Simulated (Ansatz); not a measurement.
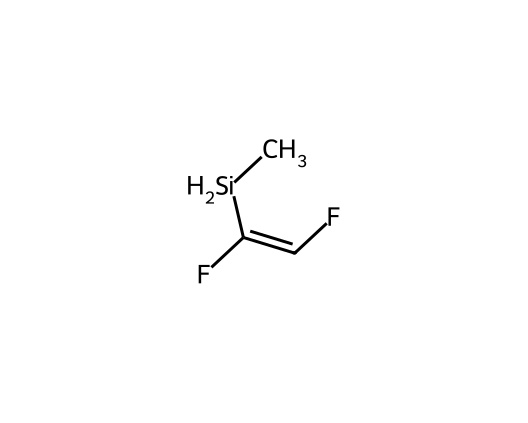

Computed geometry: PBE0-D4/def2-TZVP optimisation. No frequency run is at hand to confirm it as a minimum. Level of theory: RKS PBE0-D4/def2-TZVPP (Ansatz 0.2.0).

Estimate the HOMO–LUMO gap.

Answer. 7.09 eV.

Estimate the dispersion correction.

Answer. −19.6 kJ/mol.

Estimate the HOMO energy (Kohn–Sham orbital).

Answer. −7.41 eV.
